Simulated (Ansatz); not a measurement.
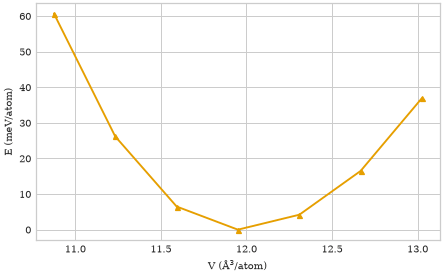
Figure. Fe$_{13}$Ge$_{3}$ in space group Pm-3m (No. 221; Pearson symbol cP16) under volume change, r²SCAN (plane waves, PAW; program Ansatz), shape and atoms relaxed at each volume.

### Question
What does a third-order Birch–Murnaghan fit give for V₀, B₀ and B′?

### Answer
V₀ = 11.99 Å³/atom, B₀ = 155 GPa, B′ = 4.8.

The first step of the workflow began from a Materials Project structure, measured or hypothetical; the Crystallography Open Database copy checked does not list it. Whether it is the stable phase at ambient conditions was not checked. The cell was relaxed with r²SCAN under the symmetry of its start; whether a distortion lowers the energy is not shown. The final state is ferromagnetic, the only order run, not a proven ground state. Other orbital occupations within this spin state were not tried.

Potentials: the later of the program's two PAW sets.
